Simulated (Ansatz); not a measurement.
Breaking the Ge1–Cl3 bond in ClGeH (SMILES [Cl][GeH]) (multiplicity 1 held, fragments rigid). Energies count from the point at 2.207 Å.
Geometry at that point (charge 0, multiplicity 1):
```xyz
3

Ge     0.529    -0.162     0.505
H      1.620    -0.383    -0.652
Cl    -1.090     0.328    -0.912
```

R- and RO- levels are restricted; in cc, def2 and unpolarised 6-31G sets they are followed outwards from rest. Unrestricted levels (U-) break spin symmetry where that is lower. Active spaces are followed from a long bond inwards. Curves can end on different states.

Frozen-core correlation. Filled d and f shells under p-block atoms count as core.

Codes used: Ansatz (Gaussian orbitals). Values without a source in brackets are computed.

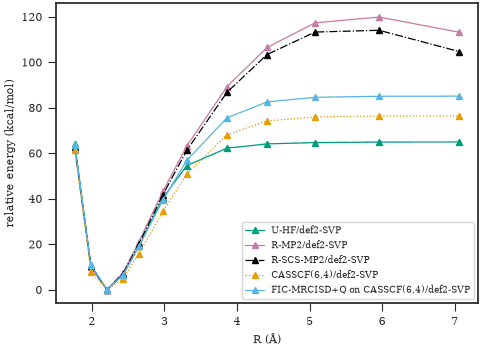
Relative energy along the coordinate

### Question
Read off the U-HF/def2-SVP curve at R = 5.076.

### Answer
about 65 kcal/mol

Doubts at one or more of the structures used: a spin-contaminated determinant (U-HF/def2-SVP); a restricted determinant that unrestricted orbitals would lower (R-MP2/def2-SVP, R-SCS-MP2/def2-SVP); active orbitals that take no part (CASSCF(6,4)/def2-SVP, FIC-MRCISD+Q on CASSCF(6,4)/def2-SVP).

Ansatz is a quantum-chemistry and plane-wave program.
